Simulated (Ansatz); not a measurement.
# BF (singlet): PBE0, B3LYP over a scan of the distance B1–F2, cc-pVDZ, part 2 of 2

Ansatz 0.2.0, Gaussian basis; cc-pVDZ, all electrons in the functionals.

## 11. PBE0, 3.379 Å

Input file in.yaml:

```yaml
crystal:
  periodic: [false, false, false]
  atoms:
    - {symbol: B, position_ang: [0.000000, 0.000000, 0.000000]}
    - {symbol: F, position_ang: [0.000000, 0.000000, 3.379000]}
basis:
  gaussian: {orbitals: cc-pVDZ}
magnetization: {spin_polarized: true, initial_magnetization: 0}
hamiltonian: {xc: {name: PBE0}}
output: {orbitals: {seedname: orbitals}}
```

The run is started by

```sh
$ ansatz run in.yaml --threads 1 --pin off --events-out ev --progress --plain --max-ram 2393MiB
```

Log, cut to the lines that bear on the results:

```text
Functional definition: PBE0
  name "PBE0"
  cite "Adamo & Barone, J. Chem. Phys. 110, 6158 (1999) doi:10.1063/1.478522"
  cite "Perdew, Burke & Ernzerhof, Phys. Rev. Lett. 77, 3865 (1996) doi:10.1103/PhysRevLett.77.3865"
  parent pbe
[...]
263 factors; integrals over basis functions are off by at most 1.5e-4 eV
[...]
mean field -3381.57552578 eV, -124.2706084583 hartree, gradient 3.1e-6 eV, S^2 0.724740; 4 other end points of the search recorded, 0 dependent functions left out
reference -3381.57554357 eV, -124.2706091120 hartree; 7, 7 occupied and 21, 21 virtual orbitals, 263 factors
Total energy: -3381.57554357 eV, -124.2706091120 hartree
```

Run time: 0.9 s. Hardware: 1 thread of Intel Xeon Platinum 8488C, shared host.

From the report: ⟨S²⟩ of the determinant 0.725 (pure singlet: 0.00). The determinant is far from a pure spin state, so its energy mixes those of several spin states (harmless only where they are near-degenerate, as at dissociation).

From 1.263 Å: +161.4 kcal/mol.

The fields below are evaluated on a grid from the run's orbitals.

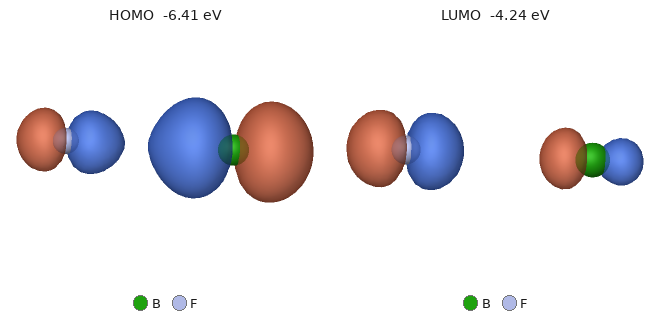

PBE0/cc-pVDZ orbitals (alpha spin) near the gap, drawn at the value that encloses 70 % of each; the two colours are the two signs.

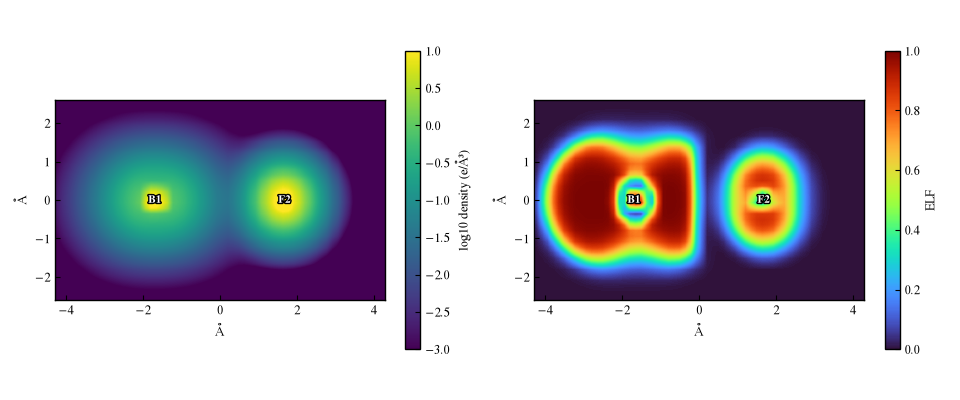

Density (left) and ELF (right) in a plane through or near 2 of the atoms.

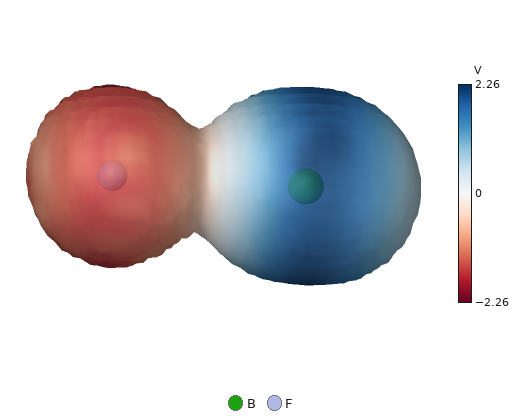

Electrostatic potential on the surface of density 0.002 e/bohr³; red is low, blue high. It runs, from the 1st to the 99th percentile, from -1.62 V near F2 to 2.26 V near B1.

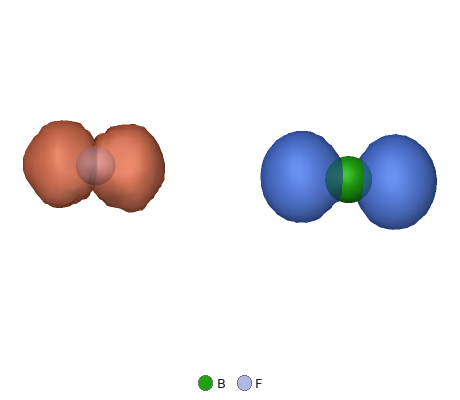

Spin density at ±0.1 e/Å³ (alpha excess blue, beta excess red).

## 12. PBE0, 4.284 Å

in.yaml: that of step 11 with these lines changed.

```diff
@@ -4,3 +4,3 @@
     - {symbol: B, position_ang: [0.000000, 0.000000, 0.000000]}
-    - {symbol: F, position_ang: [0.000000, 0.000000, 3.379000]}
+    - {symbol: F, position_ang: [0.000000, 0.000000, 4.284000]}
 basis:
```

Same command.

Log, cut to the lines that bear on the results:

```text
Functional definition: PBE0
  name "PBE0"
  cite "Adamo & Barone, J. Chem. Phys. 110, 6158 (1999) doi:10.1063/1.478522"
  cite "Perdew, Burke & Ernzerhof, Phys. Rev. Lett. 77, 3865 (1996) doi:10.1103/PhysRevLett.77.3865"
  parent pbe
[...]
260 factors; integrals over basis functions are off by at most 4.7e-4 eV
[...]
mean field -3381.24608821 eV, -124.2585018508 hartree, gradient 7.8e-6 eV, S^2 0.843903; 4 other end points of the search recorded, 0 dependent functions left out
reference -3381.24610590 eV, -124.2585025010 hartree; 7, 7 occupied and 21, 21 virtual orbitals, 260 factors
Total energy: -3381.24610590 eV, -124.2585025010 hartree
```

Wall time 0.87 s (1 thread of Intel Xeon Platinum 8488C, shared host).

From the report: ⟨S²⟩ of the determinant 0.844 (pure singlet: 0.00). The determinant is far from a pure spin state, so its energy mixes those of several spin states (harmless only where they are near-degenerate, as at dissociation).

From 1.263 Å: +169.0 kcal/mol.

## 13. B3LYP, 1.019 Å

Input file in.yaml:

```yaml
crystal:
  periodic: [false, false, false]
  atoms:
    - {symbol: B, position_ang: [0.000000, 0.000000, 0.000000]}
    - {symbol: F, position_ang: [0.000000, 0.000000, 1.019000]}
basis:
  gaussian: {orbitals: cc-pVDZ}
hamiltonian: {xc: {name: B3LYP}}
```

The command is unchanged.

Log:

```text
Functional definition: B3LYP
  name "B3LYP"
  cite "Stephens, Devlin, Chabalowski & Frisch, J. Phys. Chem. 98, 11623 (1994) doi:10.1021/j100096a001"
  cite "Becke, Phys. Rev. A 38, 3098 (1988) doi:10.1103/PhysRevA.38.3098"
  cite "Lee, Yang & Parr, Phys. Rev. B 37, 785 (1988) doi:10.1103/PhysRevB.37.785"
  cite "Vosko, Wilk & Nusair, Can. J. Phys. 58, 1200 (1980) doi:10.1139/p80-159"
  parameter a0 = 0.2
  parameter ax = 0.72
  parameter ac = 0.81
  exchange = (1 - a0 - ax)*slater_x + ax*b88_x + a0*exact_x
  correlation = (1 - ac)*vwn_rpa_c + ac*lyp_c
290 factors; their error is unknown
mean field evaluation 1: about -3388.2970 eV, gradient 2.6e1 eV
mean field evaluation 2: about -3388.1515 eV, gradient 2.9e1 eV
mean field evaluation 4: about -3389.2575 eV, gradient 9.4e-2 eV
mean field evaluation 8: about -3389.2513 eV, gradient 1.5e-3 eV
mean field -3389.25133716 eV, -124.5526893236 hartree, gradient 1.1e-5 eV, S^2 0.000000; 0 other end points of the search recorded, 0 dependent functions left out
reference -3389.25147737 eV, -124.5526944763 hartree; 7, 7 occupied and 21, 21 virtual orbitals, 290 factors
Total energy: -3389.25147737 eV, -124.5526944763 hartree
```

It took 0.19 s on 1 thread of Intel Xeon Platinum 8488C, shared host.

## 14. B3LYP, 1.117 Å

Input file in.yaml:

```yaml
crystal:
  periodic: [false, false, false]
  atoms:
    - {symbol: B, position_ang: [0.000000, 0.000000, 0.000000]}
    - {symbol: F, position_ang: [0.000000, 0.000000, 1.117000]}
basis:
  gaussian: {orbitals: cc-pVDZ}
hamiltonian: {xc: {name: B3LYP}}
```

The command is unchanged.

Log:

```text
Functional definition: B3LYP
  name "B3LYP"
  cite "Stephens, Devlin, Chabalowski & Frisch, J. Phys. Chem. 98, 11623 (1994) doi:10.1021/j100096a001"
  cite "Becke, Phys. Rev. A 38, 3098 (1988) doi:10.1103/PhysRevA.38.3098"
  cite "Lee, Yang & Parr, Phys. Rev. B 37, 785 (1988) doi:10.1103/PhysRevB.37.785"
  cite "Vosko, Wilk & Nusair, Can. J. Phys. 58, 1200 (1980) doi:10.1139/p80-159"
  parameter a0 = 0.2
  parameter ax = 0.72
  parameter ac = 0.81
  exchange = (1 - a0 - ax)*slater_x + ax*b88_x + a0*exact_x
  correlation = (1 - ac)*vwn_rpa_c + ac*lyp_c
290 factors; their error is unknown
mean field evaluation 1: about -3390.7210 eV, gradient 2.2e1 eV
mean field evaluation 2: about -3390.3182 eV, gradient 2.8e1 eV
mean field evaluation 4: about -3391.4150 eV, gradient 1.0e-1 eV
mean field evaluation 8: about -3391.4077 eV, gradient 6.6e-2 eV
mean field -3391.40768521 eV, -124.6319336530 hartree, gradient 7.0e-5 eV, S^2 0.000000; 0 other end points of the search recorded, 0 dependent functions left out
reference -3391.40782625 eV, -124.6319388361 hartree; 7, 7 occupied and 21, 21 virtual orbitals, 290 factors
Total energy: -3391.40782625 eV, -124.6319388361 hartree
```

Wall time 0.18 s (1 thread of Intel Xeon Platinum 8488C, shared host).

## 15. B3LYP, 1.263 Å

Input file in.yaml:

```yaml
crystal:
  periodic: [false, false, false]
  atoms:
    - {symbol: B, position_ang: [0.000000, 0.000000, 0.000000]}
    - {symbol: F, position_ang: [0.000000, 0.000000, 1.263100]}
basis:
  gaussian: {orbitals: cc-pVDZ}
hamiltonian: {xc: {name: B3LYP}}
```

The command is unchanged.

Log:

```text
Functional definition: B3LYP
  name "B3LYP"
  cite "Stephens, Devlin, Chabalowski & Frisch, J. Phys. Chem. 98, 11623 (1994) doi:10.1021/j100096a001"
  cite "Becke, Phys. Rev. A 38, 3098 (1988) doi:10.1103/PhysRevA.38.3098"
  cite "Lee, Yang & Parr, Phys. Rev. B 37, 785 (1988) doi:10.1103/PhysRevB.37.785"
  cite "Vosko, Wilk & Nusair, Can. J. Phys. 58, 1200 (1980) doi:10.1139/p80-159"
  parameter a0 = 0.2
  parameter ax = 0.72
  parameter ac = 0.81
  exchange = (1 - a0 - ax)*slater_x + ax*b88_x + a0*exact_x
  correlation = (1 - ac)*vwn_rpa_c + ac*lyp_c
290 factors; their error is unknown
mean field evaluation 1: about -3391.6998 eV, gradient 2.1e1 eV
mean field evaluation 2: about -3390.5445 eV, gradient 3.5e1 eV
mean field evaluation 4: about -3392.3442 eV, gradient 2.1e-1 eV
mean field evaluation 8: about -3392.3376 eV, gradient 4.7e-4 eV
mean field -3392.33761614 eV, -124.6661079840 hartree, gradient 1.4e-5 eV, S^2 0.000000; 0 other end points of the search recorded, 0 dependent functions left out
reference -3392.33775950 eV, -124.6661132524 hartree; 7, 7 occupied and 21, 21 virtual orbitals, 290 factors
Total energy: -3392.33775950 eV, -124.6661132524 hartree
```

It took 0.18 s on 1 thread of Intel Xeon Platinum 8488C, shared host.

## 16. B3LYP, 1.411 Å

Input file in.yaml:

```yaml
crystal:
  periodic: [false, false, false]
  atoms:
    - {symbol: B, position_ang: [0.000000, 0.000000, 0.000000]}
    - {symbol: F, position_ang: [0.000000, 0.000000, 1.411000]}
basis:
  gaussian: {orbitals: cc-pVDZ}
hamiltonian: {xc: {name: B3LYP}}
```

Same command.

Log:

```text
Functional definition: B3LYP
  name "B3LYP"
  cite "Stephens, Devlin, Chabalowski & Frisch, J. Phys. Chem. 98, 11623 (1994) doi:10.1021/j100096a001"
  cite "Becke, Phys. Rev. A 38, 3098 (1988) doi:10.1103/PhysRevA.38.3098"
  cite "Lee, Yang & Parr, Phys. Rev. B 37, 785 (1988) doi:10.1103/PhysRevB.37.785"
  cite "Vosko, Wilk & Nusair, Can. J. Phys. 58, 1200 (1980) doi:10.1139/p80-159"
  parameter a0 = 0.2
  parameter ax = 0.72
  parameter ac = 0.81
  exchange = (1 - a0 - ax)*slater_x + ax*b88_x + a0*exact_x
  correlation = (1 - ac)*vwn_rpa_c + ac*lyp_c
290 factors; their error is unknown
mean field evaluation 1: about -3391.1435 eV, gradient 2.4e1 eV
mean field evaluation 2: about -3387.6053 eV, gradient 5.4e1 eV
mean field evaluation 4: about -3392.0624 eV, gradient 5.0e-1 eV
mean field evaluation 8: about -3392.0552 eV, gradient 4.0e-4 eV
mean field -3392.05522875 eV, -124.6557304391 hartree, gradient 1.5e-5 eV, S^2 0.000000; 0 other end points of the search recorded, 0 dependent functions left out
reference -3392.05537501 eV, -124.6557358139 hartree; 7, 7 occupied and 21, 21 virtual orbitals, 290 factors
Total energy: -3392.05537501 eV, -124.6557358139 hartree
```

It took 0.18 s on 1 thread of Intel Xeon Platinum 8488C, shared host.

From 1.263 Å: +6.5 kcal/mol.

## 17. B3LYP, 1.532 Å

Input file in.yaml:

```yaml
crystal:
  periodic: [false, false, false]
  atoms:
    - {symbol: B, position_ang: [0.000000, 0.000000, 0.000000]}
    - {symbol: F, position_ang: [0.000000, 0.000000, 1.532000]}
basis:
  gaussian: {orbitals: cc-pVDZ}
magnetization: {spin_polarized: true, initial_magnetization: 0}
hamiltonian: {xc: {name: B3LYP}}
```

The command is unchanged.

Log, cut to the lines that bear on the results:

```text
Functional definition: B3LYP
  name "B3LYP"
  cite "Stephens, Devlin, Chabalowski & Frisch, J. Phys. Chem. 98, 11623 (1994) doi:10.1021/j100096a001"
  cite "Becke, Phys. Rev. A 38, 3098 (1988) doi:10.1103/PhysRevA.38.3098"
  cite "Lee, Yang & Parr, Phys. Rev. B 37, 785 (1988) doi:10.1103/PhysRevB.37.785"
  cite "Vosko, Wilk & Nusair, Can. J. Phys. 58, 1200 (1980) doi:10.1139/p80-159"
[...]
262 factors; integrals over basis functions are off by at most 7.8e-4 eV
[...]
mean field -3391.47311576 eV, -124.6343381812 hartree, gradient 4.2e-6 eV, S^2 0.000000; 1 other end points of the search recorded, 0 dependent functions left out
reference -3391.47326500 eV, -124.6343436656 hartree; 7, 7 occupied and 21, 21 virtual orbitals, 262 factors
Total energy: -3391.47326500 eV, -124.6343436656 hartree
```

It took 0.3 s on 1 thread of Intel Xeon Platinum 8488C, shared host.

From the report: ⟨S²⟩ of the determinant 0.000 (pure singlet: 0.00).

From 1.263 Å: +19.9 kcal/mol.

## 18. B3LYP, 1.707 Å

in.yaml: that of step 17 with these lines changed.

```diff
@@ -4,3 +4,3 @@
     - {symbol: B, position_ang: [0.000000, 0.000000, 0.000000]}
-    - {symbol: F, position_ang: [0.000000, 0.000000, 1.532000]}
+    - {symbol: F, position_ang: [0.000000, 0.000000, 1.707000]}
 basis:
```

Launched as before.

Log, cut to the lines that bear on the results:

```text
Functional definition: B3LYP
  name "B3LYP"
  cite "Stephens, Devlin, Chabalowski & Frisch, J. Phys. Chem. 98, 11623 (1994) doi:10.1021/j100096a001"
  cite "Becke, Phys. Rev. A 38, 3098 (1988) doi:10.1103/PhysRevA.38.3098"
  cite "Lee, Yang & Parr, Phys. Rev. B 37, 785 (1988) doi:10.1103/PhysRevB.37.785"
  cite "Vosko, Wilk & Nusair, Can. J. Phys. 58, 1200 (1980) doi:10.1139/p80-159"
[...]
262 factors; integrals over basis functions are off by at most 8.5e-4 eV
[...]
mean field -3390.46557780 eV, -124.5973118439 hartree, gradient 8.0e-5 eV, S^2 0.000000; 1 other end points of the search recorded, 0 dependent functions left out
reference -3390.46572955 eV, -124.5973174206 hartree; 7, 7 occupied and 21, 21 virtual orbitals, 262 factors
Total energy: -3390.46572955 eV, -124.5973174206 hartree
```

Wall time 0.33 s (1 thread of Intel Xeon Platinum 8488C, shared host).

From the report: ⟨S²⟩ of the determinant 0.000 (pure singlet: 0.00).

From 1.263 Å: +43.2 kcal/mol.

## 19. B3LYP, 2.018 Å

in.yaml: that of step 18 with these lines changed.

```diff
@@ -4,3 +4,3 @@
     - {symbol: B, position_ang: [0.000000, 0.000000, 0.000000]}
-    - {symbol: F, position_ang: [0.000000, 0.000000, 1.707000]}
+    - {symbol: F, position_ang: [0.000000, 0.000000, 2.018000]}
 basis:
```

Launched as before.

Log, cut to the lines that bear on the results:

```text
Functional definition: B3LYP
  name "B3LYP"
  cite "Stephens, Devlin, Chabalowski & Frisch, J. Phys. Chem. 98, 11623 (1994) doi:10.1021/j100096a001"
  cite "Becke, Phys. Rev. A 38, 3098 (1988) doi:10.1103/PhysRevA.38.3098"
  cite "Lee, Yang & Parr, Phys. Rev. B 37, 785 (1988) doi:10.1103/PhysRevB.37.785"
  cite "Vosko, Wilk & Nusair, Can. J. Phys. 58, 1200 (1980) doi:10.1139/p80-159"
[...]
262 factors; integrals over basis functions are off by at most 1.3e-3 eV
[...]
mean field -3388.73873826 eV, -124.5338516614 hartree, gradient 2.8e-6 eV, S^2 0.000000; 1 other end points of the search recorded, 0 dependent functions left out
reference -3388.73888990 eV, -124.5338572341 hartree; 7, 7 occupied and 21, 21 virtual orbitals, 262 factors
Total energy: -3388.73888990 eV, -124.5338572341 hartree
```

It took 0.33 s on 1 thread of Intel Xeon Platinum 8488C, shared host.

From the report: ⟨S²⟩ of the determinant 0.000 (pure singlet: 0.00).

From 1.263 Å: +83.0 kcal/mol.

## 20. B3LYP, 2.335 Å

in.yaml: that of step 19 with these lines changed.

```diff
@@ -4,3 +4,3 @@
     - {symbol: B, position_ang: [0.000000, 0.000000, 0.000000]}
-    - {symbol: F, position_ang: [0.000000, 0.000000, 2.018000]}
+    - {symbol: F, position_ang: [0.000000, 0.000000, 2.335000]}
 basis:
```

The command is unchanged.

Log, cut to the lines that bear on the results:

```text
Functional definition: B3LYP
  name "B3LYP"
  cite "Stephens, Devlin, Chabalowski & Frisch, J. Phys. Chem. 98, 11623 (1994) doi:10.1021/j100096a001"
  cite "Becke, Phys. Rev. A 38, 3098 (1988) doi:10.1103/PhysRevA.38.3098"
  cite "Lee, Yang & Parr, Phys. Rev. B 37, 785 (1988) doi:10.1103/PhysRevB.37.785"
  cite "Vosko, Wilk & Nusair, Can. J. Phys. 58, 1200 (1980) doi:10.1139/p80-159"
[...]
262 factors; integrals over basis functions are off by at most 1.3e-3 eV
[...]
mean field -3387.30929712 eV, -124.4813206685 hartree, gradient 1.0e-6 eV, S^2 0.000000; 2 other end points of the search recorded, 0 dependent functions left out
reference -3387.30944854 eV, -124.4813262332 hartree; 7, 7 occupied and 21, 21 virtual orbitals, 262 factors
Total energy: -3387.30944854 eV, -124.4813262332 hartree
```

Wall time 0.36 s (1 thread of Intel Xeon Platinum 8488C, shared host).

From the report: ⟨S²⟩ of the determinant 0.000 (pure singlet: 0.00).

From 1.263 Å: +116.0 kcal/mol.

## 21. B3LYP, 2.801 Å

in.yaml: that of step 20 with these lines changed.

```diff
@@ -4,3 +4,3 @@
     - {symbol: B, position_ang: [0.000000, 0.000000, 0.000000]}
-    - {symbol: F, position_ang: [0.000000, 0.000000, 2.335000]}
+    - {symbol: F, position_ang: [0.000000, 0.000000, 2.801000]}
 basis:
```

Same command.

Log, cut to the lines that bear on the results:

```text
Functional definition: B3LYP
  name "B3LYP"
  cite "Stephens, Devlin, Chabalowski & Frisch, J. Phys. Chem. 98, 11623 (1994) doi:10.1021/j100096a001"
  cite "Becke, Phys. Rev. A 38, 3098 (1988) doi:10.1103/PhysRevA.38.3098"
  cite "Lee, Yang & Parr, Phys. Rev. B 37, 785 (1988) doi:10.1103/PhysRevB.37.785"
  cite "Vosko, Wilk & Nusair, Can. J. Phys. 58, 1200 (1980) doi:10.1139/p80-159"
[...]
262 factors; integrals over basis functions are off by at most 1.3e-3 eV
[...]
mean field -3386.01065638 eV, -124.4335965016 hartree, gradient 8.2e-6 eV, S^2 0.446456; 4 other end points of the search recorded, 0 dependent functions left out
reference -3386.01080762 eV, -124.4336020594 hartree; 7, 7 occupied and 21, 21 virtual orbitals, 262 factors
Total energy: -3386.01080762 eV, -124.4336020594 hartree
```

Run time: 0.9 s. Hardware: 1 thread of Intel Xeon Platinum 8488C, shared host.

From the report: ⟨S²⟩ of the determinant 0.446 (pure singlet: 0.00).

From 1.263 Å: +145.9 kcal/mol.

## 22. B3LYP, 3.379 Å

in.yaml: that of step 21 with these lines changed.

```diff
@@ -4,3 +4,3 @@
     - {symbol: B, position_ang: [0.000000, 0.000000, 0.000000]}
-    - {symbol: F, position_ang: [0.000000, 0.000000, 2.801000]}
+    - {symbol: F, position_ang: [0.000000, 0.000000, 3.379000]}
 basis:
```

The command is unchanged.

Log, cut to the lines that bear on the results:

```text
Functional definition: B3LYP
  name "B3LYP"
  cite "Stephens, Devlin, Chabalowski & Frisch, J. Phys. Chem. 98, 11623 (1994) doi:10.1021/j100096a001"
  cite "Becke, Phys. Rev. A 38, 3098 (1988) doi:10.1103/PhysRevA.38.3098"
  cite "Lee, Yang & Parr, Phys. Rev. B 37, 785 (1988) doi:10.1103/PhysRevB.37.785"
  cite "Vosko, Wilk & Nusair, Can. J. Phys. 58, 1200 (1980) doi:10.1139/p80-159"
[...]
263 factors; integrals over basis functions are off by at most 1.5e-4 eV
[...]
mean field -3385.39437175 eV, -124.4109484591 hartree, gradient 4.4e-6 eV, S^2 0.687789; 4 other end points of the search recorded, 0 dependent functions left out
reference -3385.39453000 eV, -124.4109542746 hartree; 7, 7 occupied and 21, 21 virtual orbitals, 263 factors
Total energy: -3385.39453000 eV, -124.4109542746 hartree
```

It took 0.93 s on 1 thread of Intel Xeon Platinum 8488C, shared host.

From the report: ⟨S²⟩ of the determinant 0.688 (pure singlet: 0.00). The determinant is far from a pure spin state, so its energy mixes those of several spin states (harmless only where they are near-degenerate, as at dissociation).

From 1.263 Å: +160.1 kcal/mol.

## 23. B3LYP, 4.284 Å

in.yaml: that of step 22 with these lines changed.

```diff
@@ -4,3 +4,3 @@
     - {symbol: B, position_ang: [0.000000, 0.000000, 0.000000]}
-    - {symbol: F, position_ang: [0.000000, 0.000000, 3.379000]}
+    - {symbol: F, position_ang: [0.000000, 0.000000, 4.284000]}
 basis:
```

Launched as before.

Log, cut to the lines that bear on the results:

```text
Functional definition: B3LYP
  name "B3LYP"
  cite "Stephens, Devlin, Chabalowski & Frisch, J. Phys. Chem. 98, 11623 (1994) doi:10.1021/j100096a001"
  cite "Becke, Phys. Rev. A 38, 3098 (1988) doi:10.1103/PhysRevA.38.3098"
  cite "Lee, Yang & Parr, Phys. Rev. B 37, 785 (1988) doi:10.1103/PhysRevB.37.785"
  cite "Vosko, Wilk & Nusair, Can. J. Phys. 58, 1200 (1980) doi:10.1139/p80-159"
[...]
260 factors; integrals over basis functions are off by at most 4.7e-4 eV
[...]
mean field -3385.04575971 eV, -124.3981372031 hartree, gradient 5.0e-6 eV, S^2 0.803649; 9 other end points of the search recorded, 0 dependent functions left out
reference -3385.04592064 eV, -124.3981431169 hartree; 7, 7 occupied and 21, 21 virtual orbitals, 260 factors
Total energy: -3385.04592064 eV, -124.3981431169 hartree
```

Run time: 2 s. Hardware: 1 thread of Intel Xeon Platinum 8488C, shared host.

From the report: ⟨S²⟩ of the determinant 0.804 (pure singlet: 0.00). The determinant is far from a pure spin state, so its energy mixes those of several spin states (harmless only where they are near-degenerate, as at dissociation).

From 1.263 Å: +168.2 kcal/mol.

## 24. Against the wave-function levels

The yardstick is RCCSDTQ, where the cluster series has nearly closed. It comes from earlier runs at the same points. Energies in kcal/mol, counted from 1.263 Å; blanks weren't run or aren't comparable.

| level | 1.019 Å | 1.117 Å | 1.263 Å | 1.411 Å | 1.532 Å | 1.707 Å | 2.018 Å | 2.335 Å | 2.801 Å | 3.379 Å | 4.284 Å |
| --- | --- | --- | --- | --- | --- | --- | --- | --- | --- | --- | --- |
| RCCSDTQ | 76.6 | 24.3 | 0.0 | 4.7 | 17.4 | 40.2 |  |  |  |  |  |
| PBE0 | 71.2 | 21.5 | 0.0 | 6.5 | 20.1 | 43.6 | 84.3 | 118.3 | 147.7 | 161.4 | 169.0 |
| B3LYP | 71.2 | 21.4 | 0.0 | 6.5 | 19.9 | 43.2 | 83.0 | 116.0 | 145.9 | 160.1 | 168.2 |

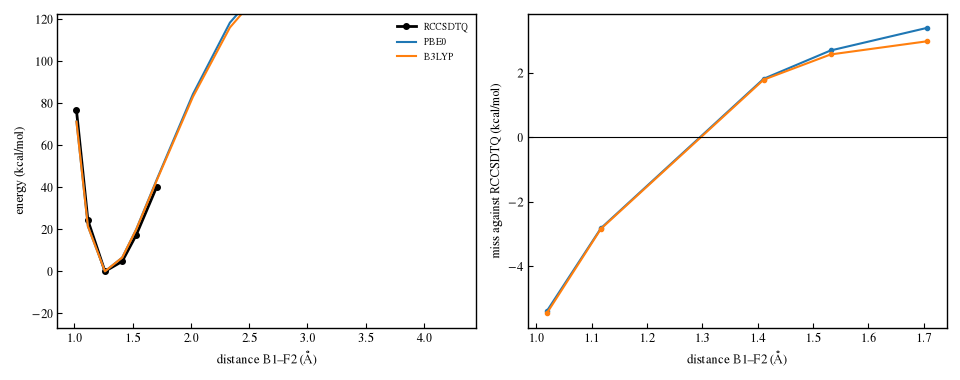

Left: the curves (the axis may cut off levels that run far away). Right: misses against RCCSDTQ, in the same colours.

Largest miss and mean time a point (RCCSDTQ took 1.8 min a point; shared hosts):

```csv
level,largest miss (kcal/mol),where,time a point
PBE0,-5.4,1.019 Å,0.49 s
B3LYP,-5.5,1.019 Å,0.54 s
```

## 25. Summary of results

This closing draws on all 2 parts.

| quantity | value |
| --- | --- |
| span of the RCCSDTQ curve (points where it is known) | 76.6 kcal/mol |
| largest miss, PBE0 | -5.4 kcal/mol (1.019 Å) |
| largest miss, B3LYP | -5.5 kcal/mol (1.019 Å) |

Misses are known at 5 of 10 points at best, and only functionals with that many are ranked. All of them stay within 5.5 kcal/mol of the yardstick, too close to rank. PBE0, B3LYP clearly break the spin symmetry at some points (⟨S²⟩ up to 0.84 above the pure value), so energy there is bought with a mixed spin. Functionals and the yardstick converge differently with the basis, so part of each miss in cc-pVDZ is the basis. The program flags that the yardstick's amplitudes may have other solutions at some points.
